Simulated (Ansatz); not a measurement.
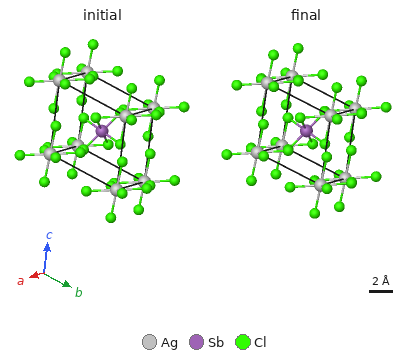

The structure of solid AgSbCl$_{6}$ (built on the KCrF6-148 type type) before (left) and after (right) a relaxation, at one scale.

Style: ball-and-stick. Shown: the cell of the calculation, slightly off an axis.

These are results of DFT, r2SCAN+rVV10, plane waves, PAW (Ansatz 0.2.0), not measurements. Settings: plane-wave cutoff 500 eV; k-point mesh 4 × 4 × 4; occupations fermi dirac; smearing width 0.03 eV; no spin polarisation; cell and atoms relaxed; force threshold 0.01 eV/Å; at most 120 steps.

Describe what moved and what it gained.

Answer. The largest moves relative to the cell, 0.13 Å, are those of Cl atoms. Ag and Sb stay in place. The volume changes by −11.3 %, with a = b = c 6.836 → 6.444 Å (−5.7 %), α 109.7° → 108.0°, β 109.7° → 108.0°, γ 109.7° → 108.0°. Near-neighbour distances that change, for instance: Ag–Cl 2.743 → 2.791 Å, Cl–Sb 2.402 → 2.396 Å. The space group stays R-3 (No. 148). After 5 accepted moves (6 points after the start) the energy has fallen by 13.3 meV per atom. Largest force component: 0.11 eV/Å at the start, 0.00056 eV/Å at the end. The pressure goes from −0.23 to −0.01 GPa. The SCF was repeated once at an unchanged geometry on a basis and grid sized afresh for the cell, which shifted the energy by 0.3 meV per atom at most.
